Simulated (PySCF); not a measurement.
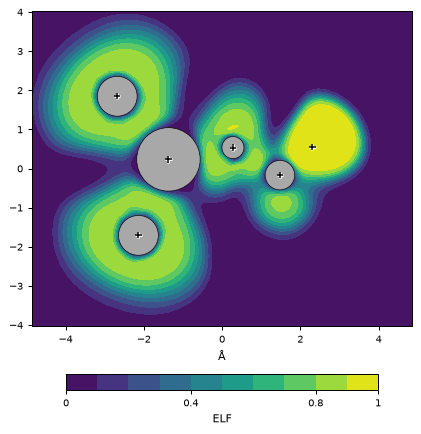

The electron localisation function on a plane through atoms (crosses mark nuclei in the plane; grey discs cover the cores).

Level of theory: PySCF, PBE0/pcSseg-1 Al:pcSseg-2, SCF density, gas phase, non-relativistic.

Candidates:
A. C2H5AlCl2O (SMILES CC[O][Al]([Cl])[Cl])
B. C3H7AlCl2 (SMILES CC[CH2][Al]([Cl])[Cl])

**Which candidate gave the map?**

Candidate A: C2H5AlCl2O on the plane of atoms Cl3, Al1 and O4, which holds Al, Cl, O, C and H. C–O (1.40 Å): the ELF peaks at about 0.90 between the atoms, as expected for a polar covalent bond. Al–O (1.68 Å): the ELF peaks at about 0.85 in the valence shell of O, 0.6 Å from its nucleus, and is about 0.45 at the midpoint.
